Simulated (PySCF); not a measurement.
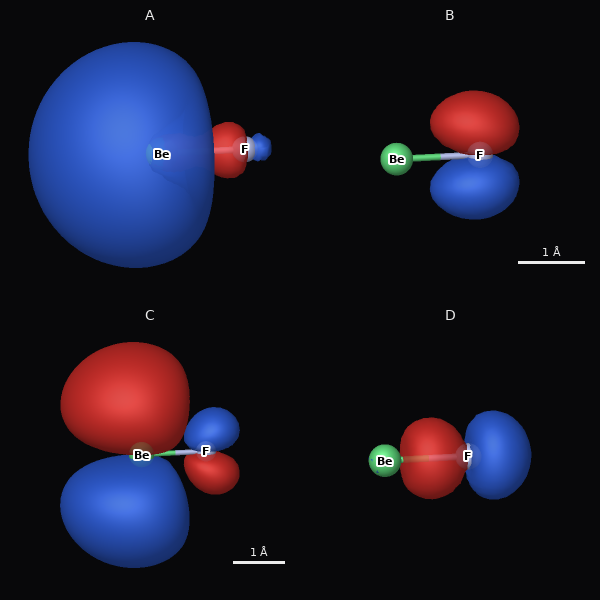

*BeF (charge +1). Four frontier orbitals, each drawn at the value that holds 80 % of its norm (blue and red are the two phases), in no order; of a degenerate pair one member is drawn.*

Method: PBE0/cc-pVTZ(-PP), non-relativistic Hamiltonian with scalar-relativistic core potentials where named, at a bond length of 1.317 Å (PySCF 2.14.0).

Label each orbital by symmetry, say whether it is occupied, and order them by energy.

Orbital D: σ, occupied, −20.65 eV; mainly on F (90 %).
Orbital B: π, occupied, −19.31 eV; mainly on F (90 %).
Orbital A: σ, empty, −11.12 eV; almost wholly on Be.
Orbital C: π, empty, −6.87 eV; mainly on Be (85 %).
